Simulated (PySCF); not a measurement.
# TcNOH: a ladder of methods

Aim: at the PBE0 minimum of quartet TcNOH, found before, compare methods on energies and levels.

Program: PySCF 2.14.0. Level of theory: several methods, basis Tc def2-TZVP with ECP28, N def2-TZVP, O def2-TZVP, H def2-TZVP, scalar-relativistic core potentials, no spin–orbit coupling, density fitting. These are calculated values, not measurements.

### Step 1. Starting geometry

4 atoms, charge 0, spin multiplicity 4.

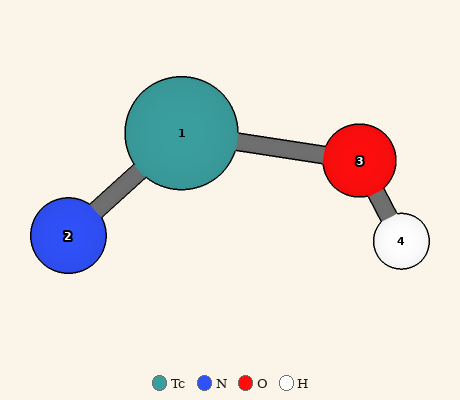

Start geometry, drawn with technetium teal, nitrogen blue, oxygen red, hydrogen white; atoms are numbered from 1 in the order of the file.

```xyz
4
charge 0 multiplicity 4
Tc   -0.1744    0.0000    0.0996
N     0.7541    0.0000    1.4151
O     0.3399    0.0000   -1.7249
H     1.2393    0.0000   -2.0579
```

### Step 2. PBE0

One driver script runs all steps and calls PySCF; scf.py shows the equivalent input of each level. Each SCF starts from the density of the minimum. The driver also runs the species with one electron less or more at the same geometry (one less: multiplicity 3, one more: multiplicity 3); their logs are not shown.

scf.py reads:

```python
from pyscf import gto, scf, dft
mol = gto.M(atom='''
Tc    -0.174351     0.000000     0.099571
N      0.754051     0.000000     1.415064
O      0.339892     0.000000    -1.724895
H      1.239347     0.000000    -2.057867''',
    basis={'Tc': 'def2-TZVP', 'N': 'def2-TZVP', 'O': 'def2-TZVP', 'H': 'def2-TZVP'},
    ecp={'Tc': 'def2-TZVP'},
    charge=0, spin=3)
mf = dft.UKS(mol, xc='PBE0')
mf.grids.atom_grid = (99, 590)
aux = {'Tc': 'def2-universal-JKFIT', 'N': 'def2-universal-JKFIT', 'O': 'def2-universal-JKFIT', 'H': 'def2-universal-JKFIT'}
mf = mf.density_fit(auxbasis=aux)
mf.kernel()
```

Output:

```text
init E= -211.256013223475
[... the frontier-level lines of each cycle are left out ...]
cycle= 1 E= -211.2560132236  delta_E= -1.25e-10  |g|= 7.86e-06  |ddm|= 4.13e-05
Extra cycle  E= -211.256013223269  delta_E= 3.31e-10  |g|= 3.02e-05  |ddm|= 1.77e-05
converged SCF energy = -211.256013223269  <S^2> = 3.7961532  2S+1 = 4.0230104
```

This level, with the species of one electron less or more, took 4.2 s on 8 threads, shared host.

- energy: -211.256013 Eh
- one electron less (charge +1): -210.959011 Eh (triplet, ⟨S²⟩ 2.09)
- one electron more (charge -1): -211.300269 Eh (triplet, ⟨S²⟩ 2.02)
- Mulliken charge of Tc1: +0.92 e

### Step 3. HF

scf.py, as its differences from that of step 2:

```diff
@@ -10,2 +10 @@
-mf = dft.UKS(mol, xc='PBE0')
-mf.grids.atom_grid = (99, 590)
+mf = scf.UHF(mol)
```

Output:

```text
init E= -209.955443600123
[... the frontier-level lines of each cycle are left out ...]
cycle= 1 E= -209.981215570246  delta_E= -0.0258  |g|= 0.0967  |ddm|= 0.241
cycle= 2 E= -209.985120700689  delta_E= -0.00391  |g|= 0.097  |ddm|= 0.133
cycle= 3 E= -209.98967915775  delta_E= -0.00456  |g|= 0.0416  |ddm|= 0.0658
cycle= 4 E= -209.992407919995  delta_E= -0.00273  |g|= 0.0336  |ddm|= 0.0405
cycle= 5 E= -209.995446743174  delta_E= -0.00304  |g|= 0.0315  |ddm|= 0.0454
cycle= 6 E= -210.000079975602  delta_E= -0.00463  |g|= 0.029  |ddm|= 0.0722
cycle= 7 E= -210.008599448913  delta_E= -0.00852  |g|= 0.0148  |ddm|= 0.26
cycle= 8 E= -210.007533901919  delta_E= 0.00107  |g|= 0.0151  |ddm|= 0.0973
cycle= 9 E= -210.008993964998  delta_E= -0.00146  |g|= 0.00673  |ddm|= 0.0756
cycle= 10 E= -210.009181449358  delta_E= -0.000187  |g|= 0.00673  |ddm|= 0.0676
cycle= 11 E= -210.009297683317  delta_E= -0.000116  |g|= 0.00341  |ddm|= 0.0401
cycle= 12 E= -210.009364510765  delta_E= -6.68e-05  |g|= 0.00135  |ddm|= 0.0285
cycle= 13 E= -210.009370993598  delta_E= -6.48e-06  |g|= 0.000574  |ddm|= 0.00443
cycle= 14 E= -210.00937226055  delta_E= -1.27e-06  |g|= 0.000361  |ddm|= 0.00199
cycle= 15 E= -210.009372356449  delta_E= -9.59e-08  |g|= 0.00036  |ddm|= 0.00216
cycle= 16 E= -210.009373029575  delta_E= -6.73e-07  |g|= 0.000122  |ddm|= 0.00219
cycle= 17 E= -210.009373091481  delta_E= -6.19e-08  |g|= 8.07e-05  |ddm|= 0.000508
cycle= 18 E= -210.009373119432  delta_E= -2.8e-08  |g|= 5.38e-05  |ddm|= 0.000368
cycle= 19 E= -210.009373136475  delta_E= -1.7e-08  |g|= 3.03e-05  |ddm|= 0.000423
cycle= 20 E= -210.009373140802  delta_E= -4.33e-09  |g|= 1.71e-05  |ddm|= 0.000151
cycle= 21 E= -210.009373142185  delta_E= -1.38e-09  |g|= 8.96e-06  |ddm|= 0.0001
cycle= 22 E= -210.009373142502  delta_E= -3.16e-10  |g|= 4.01e-06  |ddm|= 4.04e-05
Extra cycle  E= -210.009373142529  delta_E= -2.74e-11  |g|= 2.94e-06  |ddm|= 5.73e-06
converged SCF energy = -210.009373142529  <S^2> = 4.5503263  2S+1 = 4.3819294
```

This level, with the species of one electron less or more, took 2.3 s.

```
energy                        : -210.009373 Eh
one electron less (charge +1) : -209.736557 Eh (triplet, ⟨S²⟩ 3.26)
one electron more (charge -1) : -209.998971 Eh (triplet, ⟨S²⟩ 2.59)
Mulliken charge of Tc1        : +1.17 e
```

### Step 4. MP2

scf.py, as its differences from that of step 3:

```diff
@@ -13,0 +14,2 @@
+from pyscf.mp import dfump2
+dfump2.DFUMP2(mf, frozen=2).kernel()  # the driver gives MP2 a fitting basis of its own (RI)
```

Output:

```text
init E= -209.955443600123
[... the frontier-level lines of each cycle are left out ...]
cycle= 1 E= -209.981215570246  delta_E= -0.0258  |g|= 0.0967  |ddm|= 0.241
cycle= 2 E= -209.985120700688  delta_E= -0.00391  |g|= 0.097  |ddm|= 0.133
cycle= 3 E= -209.989679157749  delta_E= -0.00456  |g|= 0.0416  |ddm|= 0.0658
cycle= 4 E= -209.992407919994  delta_E= -0.00273  |g|= 0.0336  |ddm|= 0.0405
cycle= 5 E= -209.995446743173  delta_E= -0.00304  |g|= 0.0315  |ddm|= 0.0454
cycle= 6 E= -210.000079975602  delta_E= -0.00463  |g|= 0.029  |ddm|= 0.0722
cycle= 7 E= -210.008599448913  delta_E= -0.00852  |g|= 0.0148  |ddm|= 0.26
cycle= 8 E= -210.007533901919  delta_E= 0.00107  |g|= 0.0151  |ddm|= 0.0973
cycle= 9 E= -210.008993964998  delta_E= -0.00146  |g|= 0.00673  |ddm|= 0.0756
cycle= 10 E= -210.009181449358  delta_E= -0.000187  |g|= 0.00673  |ddm|= 0.0676
cycle= 11 E= -210.009297683317  delta_E= -0.000116  |g|= 0.00341  |ddm|= 0.0401
cycle= 12 E= -210.009364510765  delta_E= -6.68e-05  |g|= 0.00135  |ddm|= 0.0285
cycle= 13 E= -210.009370993598  delta_E= -6.48e-06  |g|= 0.000574  |ddm|= 0.00443
cycle= 14 E= -210.00937226055  delta_E= -1.27e-06  |g|= 0.000361  |ddm|= 0.00199
cycle= 15 E= -210.009372356449  delta_E= -9.59e-08  |g|= 0.00036  |ddm|= 0.00216
cycle= 16 E= -210.009373029575  delta_E= -6.73e-07  |g|= 0.000122  |ddm|= 0.00219
cycle= 17 E= -210.009373091481  delta_E= -6.19e-08  |g|= 8.07e-05  |ddm|= 0.000508
cycle= 18 E= -210.009373119432  delta_E= -2.8e-08  |g|= 5.38e-05  |ddm|= 0.000368
cycle= 19 E= -210.009373136475  delta_E= -1.7e-08  |g|= 3.03e-05  |ddm|= 0.000423
cycle= 20 E= -210.009373140802  delta_E= -4.33e-09  |g|= 1.71e-05  |ddm|= 0.000151
cycle= 21 E= -210.009373142185  delta_E= -1.38e-09  |g|= 8.96e-06  |ddm|= 0.0001
cycle= 22 E= -210.009373142502  delta_E= -3.17e-10  |g|= 4.01e-06  |ddm|= 4.04e-05
Extra cycle  E= -210.009373142529  delta_E= -2.73e-11  |g|= 2.94e-06  |ddm|= 5.73e-06
converged SCF energy = -210.009373142529  <S^2> = 4.5503263  2S+1 = 4.3819294
```

This level, with the species of one electron less or more, took 2.6 s.

```
energy                                                              : -210.840625 Eh
one electron less (charge +1)                                       : -210.527312 Eh (triplet, ⟨S²⟩ 3.26)
one electron more (charge -1)                                       : -210.904036 Eh (triplet, ⟨S²⟩ 2.59)
MP2 correlation in its own fitting basis (same spin, opposite spin) : -0.83125 Eh (-0.26464, -0.56661)
```

### Step 5. PBE

scf.py, as its differences from that of step 4:

```diff
@@ -10 +10,2 @@
-mf = scf.UHF(mol)
+mf = dft.UKS(mol, xc='PBE')
+mf.grids.atom_grid = (99, 590)
@@ -14,2 +14,0 @@
-from pyscf.mp import dfump2
-dfump2.DFUMP2(mf, frozen=2).kernel()  # the driver gives MP2 a fitting basis of its own (RI)
```

Output:

```text
init E= -211.315934354249
[... the frontier-level lines of each cycle are left out ...]
cycle= 1 E= -211.314286303514  delta_E= 0.00165  |g|= 0.118  |ddm|= 0.158
cycle= 2 E= -211.24161544536  delta_E= 0.0727  |g|= 0.444  |ddm|= 0.315
cycle= 3 E= -211.313257445213  delta_E= -0.0716  |g|= 0.13  |ddm|= 0.241
cycle= 4 E= -211.320345611879  delta_E= -0.00709  |g|= 0.0176  |ddm|= 0.0711
cycle= 5 E= -211.32047590354  delta_E= -0.00013  |g|= 0.00492  |ddm|= 0.0172
cycle= 6 E= -211.320488653552  delta_E= -1.28e-05  |g|= 0.00225  |ddm|= 0.00574
cycle= 7 E= -211.320491574444  delta_E= -2.92e-06  |g|= 0.000785  |ddm|= 0.00207
cycle= 8 E= -211.320492115896  delta_E= -5.41e-07  |g|= 0.000396  |ddm|= 0.00176
cycle= 9 E= -211.320492218151  delta_E= -1.02e-07  |g|= 8.36e-05  |ddm|= 0.000458
cycle= 10 E= -211.320492221211  delta_E= -3.06e-09  |g|= 1.78e-05  |ddm|= 8.44e-05
cycle= 11 E= -211.320492221345  delta_E= -1.34e-10  |g|= 3.47e-06  |ddm|= 2.52e-05
Extra cycle  E= -211.320492221337  delta_E= 8.58e-12  |g|= 6.08e-06  |ddm|= 6.34e-06
converged SCF energy = -211.320492221337  <S^2> = 3.7709309  2S+1 = 4.0104518
```

This level, with the species of one electron less or more, took 8.6 s.

```
energy                        : -211.320492 Eh
one electron less (charge +1) : -211.030364 Eh (triplet, ⟨S²⟩ 2.03)
one electron more (charge -1) : -211.367543 Eh (triplet, ⟨S²⟩ 2.01)
Mulliken charge of Tc1        : +0.80 e
```

### Step 6. r2SCAN

scf.py, as its differences from that of step 5:

```diff
@@ -10 +10 @@
-mf = dft.UKS(mol, xc='PBE')
+mf = dft.UKS(mol, xc='R2SCAN')
```

Output:

```text
init E= -211.39876832669
[... the frontier-level lines of each cycle are left out ...]
cycle= 1 E= -211.399725682257  delta_E= -0.000957  |g|= 0.039  |ddm|= 0.145
cycle= 2 E= -211.394823641889  delta_E= 0.0049  |g|= 0.116  |ddm|= 0.0995
cycle= 3 E= -211.400233564318  delta_E= -0.00541  |g|= 0.0224  |ddm|= 0.0687
cycle= 4 E= -211.400350508348  delta_E= -0.000117  |g|= 0.0166  |ddm|= 0.0189
cycle= 5 E= -211.400455083544  delta_E= -0.000105  |g|= 0.00156  |ddm|= 0.00889
cycle= 6 E= -211.400456110563  delta_E= -1.03e-06  |g|= 0.000585  |ddm|= 0.00164
cycle= 7 E= -211.400456268886  delta_E= -1.58e-07  |g|= 0.000166  |ddm|= 0.000733
cycle= 8 E= -211.400456297976  delta_E= -2.91e-08  |g|= 7.37e-05  |ddm|= 0.000383
cycle= 9 E= -211.40045630404  delta_E= -6.06e-09  |g|= 2.67e-05  |ddm|= 0.000124
cycle= 10 E= -211.400456305184  delta_E= -1.14e-09  |g|= 1.07e-05  |ddm|= 5.88e-05
cycle= 11 E= -211.400456305453  delta_E= -2.7e-10  |g|= 3.76e-06  |ddm|= 3.12e-05
Extra cycle  E= -211.400456305453  delta_E= -1.14e-13  |g|= 7.48e-06  |ddm|= 1.07e-05
converged SCF energy = -211.400456305453  <S^2> = 3.7993783  2S+1 = 4.0246134
```

This level, with the species of one electron less or more, took 15 s on 8 threads, shared host.

| Item | Value |
| --- | --- |
| energy | -211.400456 Eh |
| one electron less (charge +1) | -211.102022 Eh (triplet, ⟨S²⟩ 2.10) |
| one electron more (charge -1) | -211.443331 Eh (triplet, ⟨S²⟩ 2.03) |
| Mulliken charge of Tc1 | +0.91 e |

### Step 7. B3LYP

scf.py, as its differences from that of step 6:

```diff
@@ -10 +10 @@
-mf = dft.UKS(mol, xc='R2SCAN')
+mf = dft.UKS(mol, xc='B3LYP')
```

Output:

```text
init E= -211.438608091728
[... the frontier-level lines of each cycle are left out ...]
cycle= 1 E= -211.439943524274  delta_E= -0.00134  |g|= 0.029  |ddm|= 0.0999
cycle= 2 E= -211.436638418046  delta_E= 0.00331  |g|= 0.0972  |ddm|= 0.0555
cycle= 3 E= -211.44017789694  delta_E= -0.00354  |g|= 0.0182  |ddm|= 0.0507
cycle= 4 E= -211.440295002513  delta_E= -0.000117  |g|= 0.00596  |ddm|= 0.0121
cycle= 5 E= -211.440312790345  delta_E= -1.78e-05  |g|= 0.00236  |ddm|= 0.00436
cycle= 6 E= -211.440322181046  delta_E= -9.39e-06  |g|= 0.00118  |ddm|= 0.0048
cycle= 7 E= -211.440326500759  delta_E= -4.32e-06  |g|= 0.000579  |ddm|= 0.00335
cycle= 8 E= -211.440327605608  delta_E= -1.1e-06  |g|= 0.000181  |ddm|= 0.00245
cycle= 9 E= -211.440327657557  delta_E= -5.19e-08  |g|= 9.02e-05  |ddm|= 0.000369
cycle= 10 E= -211.440327668254  delta_E= -1.07e-08  |g|= 2.68e-05  |ddm|= 0.000171
cycle= 11 E= -211.440327669354  delta_E= -1.1e-09  |g|= 1.11e-05  |ddm|= 6.47e-05
cycle= 12 E= -211.440327669442  delta_E= -8.8e-11  |g|= 2.18e-06  |ddm|= 1.52e-05
Extra cycle  E= -211.44032766945  delta_E= -7.56e-12  |g|= 1.81e-06  |ddm|= 5.26e-06
converged SCF energy = -211.44032766945  <S^2> = 3.7775873  2S+1 = 4.0137699
```

This level, with the species of one electron less or more, took 8.3 s.

| Quantity | Value |
| --- | --- |
| energy | -211.440328 Eh |
| one electron less (charge +1) | -211.143466 Eh (triplet, ⟨S²⟩ 2.06) |
| one electron more (charge -1) | -211.491493 Eh (triplet, ⟨S²⟩ 2.02) |
| Mulliken charge of Tc1 | +0.91 e |

### Step 8. TPSSh

scf.py, as its differences from that of step 7:

```diff
@@ -10 +10 @@
-mf = dft.UKS(mol, xc='B3LYP')
+mf = dft.UKS(mol, xc='TPSSH')
```

Output:

```text
init E= -211.3933282968
[... the frontier-level lines of each cycle are left out ...]
cycle= 1 E= -211.393887042893  delta_E= -0.000559  |g|= 0.0328  |ddm|= 0.0736
cycle= 2 E= -211.385417581743  delta_E= 0.00847  |g|= 0.148  |ddm|= 0.0911
cycle= 3 E= -211.39427515706  delta_E= -0.00886  |g|= 0.0152  |ddm|= 0.0733
cycle= 4 E= -211.394360178432  delta_E= -8.5e-05  |g|= 0.00734  |ddm|= 0.0134
cycle= 5 E= -211.394380837505  delta_E= -2.07e-05  |g|= 0.0013  |ddm|= 0.00421
cycle= 6 E= -211.394383605866  delta_E= -2.77e-06  |g|= 0.000806  |ddm|= 0.00255
cycle= 7 E= -211.394384805188  delta_E= -1.2e-06  |g|= 0.00042  |ddm|= 0.00151
cycle= 8 E= -211.39438529476  delta_E= -4.9e-07  |g|= 0.000116  |ddm|= 0.00167
cycle= 9 E= -211.394385310574  delta_E= -1.58e-08  |g|= 5.2e-05  |ddm|= 0.000266
cycle= 10 E= -211.39438531243  delta_E= -1.86e-09  |g|= 1.29e-05  |ddm|= 7.76e-05
cycle= 11 E= -211.394385312596  delta_E= -1.66e-10  |g|= 4.14e-06  |ddm|= 2.58e-05
Extra cycle  E= -211.394385312568  delta_E= 2.81e-11  |g|= 1.04e-05  |ddm|= 8.43e-06
converged SCF energy = -211.394385312568  <S^2> = 3.7847316  2S+1 = 4.0173283
```

This level, with the species of one electron less or more, took 14 s.

- energy: -211.394385 Eh
- one electron less (charge +1): -211.102825 Eh (triplet, ⟨S²⟩ 2.07)
- one electron more (charge -1): -211.438465 Eh (triplet, ⟨S²⟩ 2.02)
- Mulliken charge of Tc1: +0.91 e

### Step 9. TPSS

scf.py, as its differences from that of step 8:

```diff
@@ -10 +10 @@
-mf = dft.UKS(mol, xc='TPSSH')
+mf = dft.UKS(mol, xc='TPSS')
```

Output:

```text
init E= -211.428246780594
[... the frontier-level lines of each cycle are left out ...]
cycle= 1 E= -211.429480937652  delta_E= -0.00123  |g|= 0.0591  |ddm|= 0.121
cycle= 2 E= -211.41066407743  delta_E= 0.0188  |g|= 0.218  |ddm|= 0.173
cycle= 3 E= -211.429641388356  delta_E= -0.019  |g|= 0.0635  |ddm|= 0.129
cycle= 4 E= -211.431147926221  delta_E= -0.00151  |g|= 0.0167  |ddm|= 0.0375
cycle= 5 E= -211.431263188068  delta_E= -0.000115  |g|= 0.00283  |ddm|= 0.011
cycle= 6 E= -211.431269037303  delta_E= -5.85e-06  |g|= 0.00154  |ddm|= 0.0042
cycle= 7 E= -211.431271014849  delta_E= -1.98e-06  |g|= 0.000709  |ddm|= 0.00187
cycle= 8 E= -211.431271685079  delta_E= -6.7e-07  |g|= 0.000235  |ddm|= 0.00206
cycle= 9 E= -211.431271716651  delta_E= -3.16e-08  |g|= 6.68e-05  |ddm|= 0.000258
cycle= 10 E= -211.431271718519  delta_E= -1.87e-09  |g|= 1.58e-05  |ddm|= 6.75e-05
cycle= 11 E= -211.431271718659  delta_E= -1.39e-10  |g|= 2.87e-06  |ddm|= 2.13e-05
Extra cycle  E= -211.431271718656  delta_E= 2.5e-12  |g|= 4.75e-06  |ddm|= 5.76e-06
converged SCF energy = -211.431271718656  <S^2> = 3.7762815  2S+1 = 4.0131192
```

This level, with the species of one electron less or more, took 15 s.

* energy: -211.431272 Eh
* one electron less (charge +1): -211.142464 Eh (triplet, ⟨S²⟩ 2.05)
* one electron more (charge -1): -211.476067 Eh (triplet, ⟨S²⟩ 2.02)
* Mulliken charge of Tc1: +0.87 e

### Step 10. r2SCAN0

scf.py, as its differences from that of step 9:

```diff
@@ -10 +10 @@
-mf = dft.UKS(mol, xc='TPSS')
+mf = dft.UKS(mol, xc='HYB_MGGA_XC_R2SCAN0')
```

Output:

```text
init E= -211.307623269395
[... the frontier-level lines of each cycle are left out ...]
cycle= 1 E= -211.308521811407  delta_E= -0.000899  |g|= 0.024  |ddm|= 0.0928
cycle= 2 E= -211.307450088646  delta_E= 0.00107  |g|= 0.0608  |ddm|= 0.0538
cycle= 3 E= -211.308783381449  delta_E= -0.00133  |g|= 0.015  |ddm|= 0.0327
cycle= 4 E= -211.308884956054  delta_E= -0.000102  |g|= 0.00427  |ddm|= 0.00899
cycle= 5 E= -211.308951166917  delta_E= -6.62e-05  |g|= 0.00245  |ddm|= 0.0128
cycle= 6 E= -211.308990043715  delta_E= -3.89e-05  |g|= 0.0013  |ddm|= 0.0125
cycle= 7 E= -211.308998571455  delta_E= -8.53e-06  |g|= 0.000568  |ddm|= 0.00787
cycle= 8 E= -211.308998943911  delta_E= -3.72e-07  |g|= 0.000149  |ddm|= 0.00125
cycle= 9 E= -211.308998983734  delta_E= -3.98e-08  |g|= 8.25e-05  |ddm|= 0.000376
cycle= 10 E= -211.308998995687  delta_E= -1.2e-08  |g|= 3.39e-05  |ddm|= 0.000246
cycle= 11 E= -211.308998997355  delta_E= -1.67e-09  |g|= 1.33e-05  |ddm|= 9.83e-05
cycle= 12 E= -211.30899899757  delta_E= -2.15e-10  |g|= 6.35e-06  |ddm|= 3.29e-05
Extra cycle  E= -211.308998997554  delta_E= 1.55e-11  |g|= 1.2e-05  |ddm|= 1.28e-05
converged SCF energy = -211.308998997554  <S^2> = 3.8433662  2S+1 = 4.0464138
```

This level, with the species of one electron less or more, took 15 s on 8 threads, shared host.

* energy: -211.308999 Eh
* one electron less (charge +1): -211.005828 Eh (triplet, ⟨S²⟩ 2.21)
* one electron more (charge -1): -211.350923 Eh (triplet, ⟨S²⟩ 2.04)
* Mulliken charge of Tc1: +0.98 e

### Step 11. The ladder

| level | atomisation energy (kJ/mol) | vertical ionisation energy (eV) | vertical electron affinity (eV) | −ε(HOMO) (eV) | gap (eV) | dipole (D) | wall time |
| --- | --- | --- | --- | --- | --- | --- | --- |
| PBE0 | 1306 | 8.08 | 1.20 | 5.92 | 2.88 | 1.40 | 4.2 s |
| HF | 469 | 7.42 | -0.28 | 8.38 | 9.04 | 0.57 | 2.3 s |
| MP2 | 1206 | 8.53 | 1.73 | – | – | – | 2.6 s |
| PBE | 1485 | 7.89 | 1.28 | 4.78 | 0.43 | 1.68 | 8.6 s |
| r2SCAN | 1359 | 8.12 | 1.17 | 5.18 | 1.31 | 1.62 | 15 s |
| B3LYP | 1321 | 8.08 | 1.39 | 5.66 | 2.08 | 1.44 | 8.3 s |
| TPSSh | 1346 | 7.93 | 1.20 | 5.28 | 1.58 | 1.55 | 14 s |
| TPSS | 1411 | 7.86 | 1.22 | 4.83 | 0.63 | 1.67 | 15 s |
| r2SCAN0 | 1211 | 8.25 | 1.14 | 6.22 | 3.55 | 1.37 | 15 s |

Times are for 8 threads, shared host; PBE0 starts from its own converged density, so its time is not comparable. A dash stands where a species or a free atom was not run at that level, or the quantity is not defined.

Atomisation goes to high-spin atoms in their ground configurations, run at the same level, without zero-point energy.

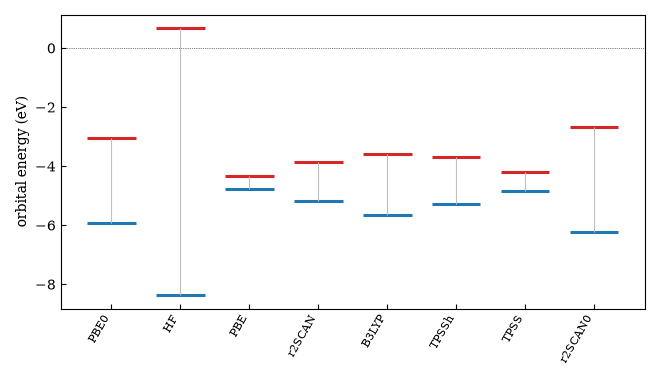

Highest occupied (blue) and lowest empty (red) levels by method.

### Step 12. Results

| quantity | value |
| --- | --- |
| atomisation energy, range | 469 (HF) to 1485 (PBE) kJ/mol |
| vertical ionisation energy, range | 7.42 (HF) to 8.53 (MP2) eV |
| vertical electron affinity, range | -0.28 (HF) to 1.73 (MP2) eV |
| orbital gap, range | 0.43 (PBE) to 9.04 (HF) eV |

**Reading.** The atomisation energy spreads over 1016 kJ/mol, from HF to PBE; without a CCSD(T) value for it there is no yardstick here. Spin contamination is strong in at least one of the open-shell species at HF, MP2. Without diffuse functions electron affinities tend to come out too low. Other spin states or occupations of the open shell can lie lower.
